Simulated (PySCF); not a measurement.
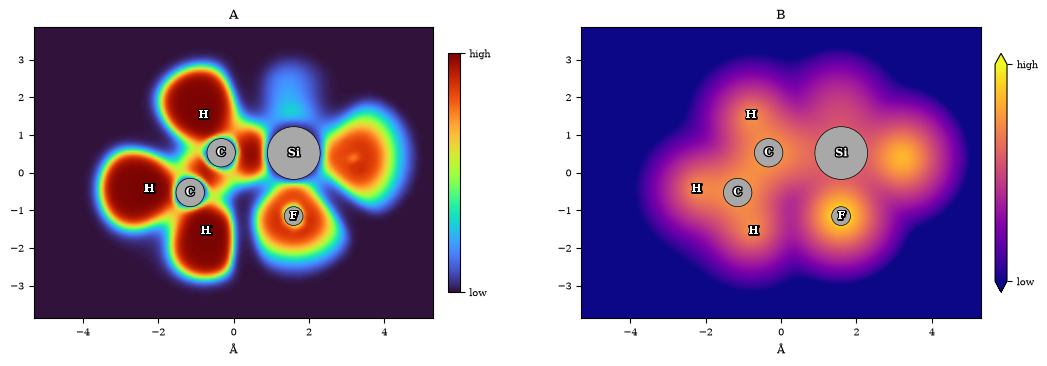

C₂H₃F₄Si (charge −1): 2 fields on the plane of atoms Si3, C2 and H10, with unlabelled colour scales. Grey discs cover the atomic cores.

Geometry: PBE0-D3(BJ)/def2-SVP.

The calculation used revPBE/pcSseg-1, SCF density, in a acetone solvent model, non-relativistic (PySCF 2.14.0).

```yaml
atoms:
  - { symbol: C, position_ang: [1.7648, -0.0798, -0.0734] }
  - { symbol: C, position_ang: [0.5645, 0.2727, -0.5477] }
  - { symbol: Si, position_ang: [-1.1582, -0.0428, 0.2546] }
  - { symbol: F, position_ang: [-2.5293, -0.0365, 1.2167] }
  - { symbol: F, position_ang: [-0.4360, -0.9928, 1.4364] }
  - { symbol: F, position_ang: [-1.5401, 1.5435, -0.1595] }
  - { symbol: F, position_ang: [-1.7742, -1.0291, -0.9140] }
  - { symbol: H, position_ang: [2.7076, 0.1622, -0.5867] }
  - { symbol: H, position_ang: [1.8451, -0.6375, 0.8663] }
  - { symbol: H, position_ang: [0.5558, 0.8401, -1.4927] }
```

**Match the panels to the quantities (electron density and electron localisation function).**

Panel A: electron localisation function. Panel B: electron density. From the grid: C–C (1.34 Å): the density is about 2.2 e/Å³ at the midpoint; the ELF peaks at about 0.90 between the atoms; a multiple bond. C–Si (1.93 Å): the density is about 0.9 e/Å³ at the midpoint; the ELF peaks at about 0.95 between the atoms (a covalent bond).
